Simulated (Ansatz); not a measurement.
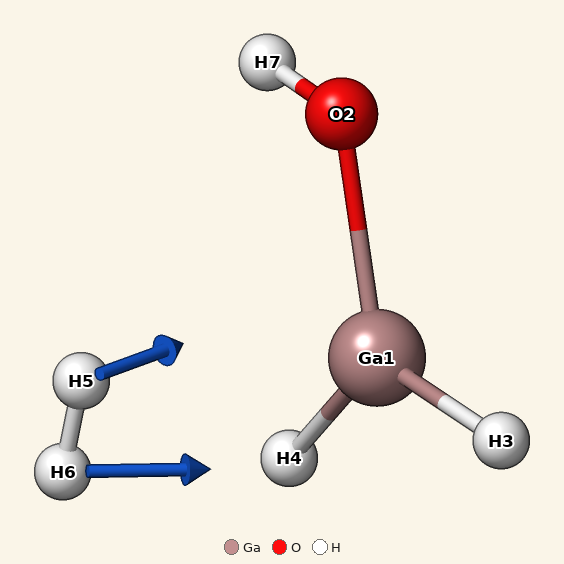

The arrows show one normal mode. Harmonic vibrations computed with RKS PBE0-D4/def2-TZVP (Ansatz 0.2.0) at a stationary point of the same level.

Q: At what wavenumber does it lie?

A: 156 cm⁻¹; it is mode 3 of 15 counted from the lowest.
